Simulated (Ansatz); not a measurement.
## Hypothetical P4_2/mnm BP, response to strain

Base system: BP (space group P4_2/mnm, No. 136; a = 5.532 Å, c = 3.187 Å; a hypothetical phase, not in the database extracts checked). Axes: x, y, z lie along a, b, c of the conventional cell.

Strains are applied to the cell and any free atomic positions relax; under biaxial strain the out-of-plane vector relaxes too.

Level of theory: PBEsol, PAW, 420 eV (Ansatz, a first-principles code; spin-orbit coupling left out).

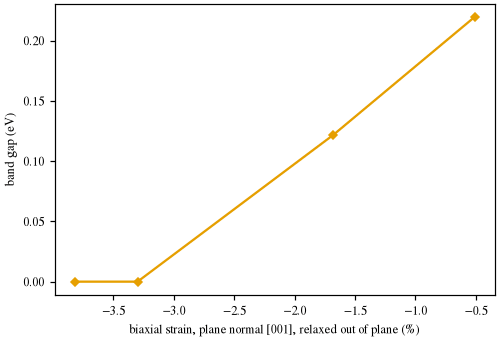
Figure. Band gap against biaxial strain, plane normal [001], relaxed out of plane

```csv
"biaxial strain, plane normal [001], relaxed out of plane (%)",band gap
-3.82,zero
-3.3,zero
-1.68,0.12 eV
-0.51,0.22 eV
```

The mesh was chosen for an insulator and is coarse for the gapless case. Whether these cells are dynamically stable was not tested. All final runs are without spin polarisation. A zero or small gap of BP can be the functional's error rather than a property of the material.
